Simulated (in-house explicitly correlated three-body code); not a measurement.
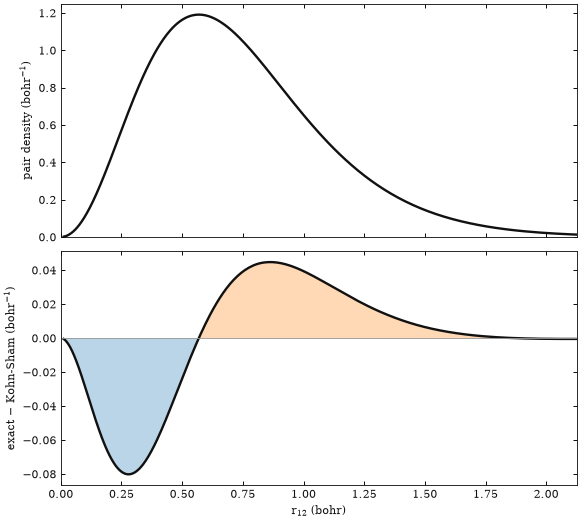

Two electrons around a point charge Z = 3.42. Computed variationally in 260 exponentially correlated functions with an in-house code, non-relativistic, converged to about 10⁻⁷ hartree. The plot shows the distribution of the distance r₁₂ between the electrons in the ground state (one pair, times 4πr₁₂²) and its difference from that of the Kohn-Sham determinant with the same density, the Coulomb hole.

> How large and how deep is the Coulomb hole?

The pair density peaks near r₁₂ = 0.57 bohr, and ⟨r₁₂⟩ = 0.7400 bohr. Correlation takes weight from short distances: the hole is deepest (−0.080 bohr⁻¹) near 0.28 bohr and first changes sign near 0.56 bohr, moving 2.6 % of the pair outwards. The mean cosine of the angle between the electrons is −0.0384, and the density-functional correlation energy is −43.88 millihartree.
